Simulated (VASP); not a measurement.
Shape and ions are relaxed at each volume.

Energy against volume of La (dhcp). Computed with PBE GGA with D4 dispersion, VASP's PBE PAW potentials (set 64) (plane waves; VASP).

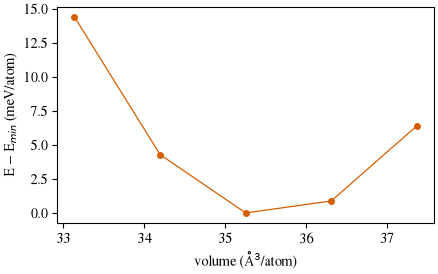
Figure: Energy against volume

### Question
Estimate the equilibrium volume and the bulk modulus.

### Answer
The minimum lies near 35.6 Å³/atom, and the curvature gives B0 of about 25 GPa.

Measured: bulk modulus 27.9 GPa (computed value off by -8.7 %), as given by Wikipedia, Lanthanum (infobox). The calculation is for a static lattice, while the measured bulk modulus holds thermal and zero-point effects, which are part of the difference.

The compound is La in the dhcp structure. It was relaxed first.
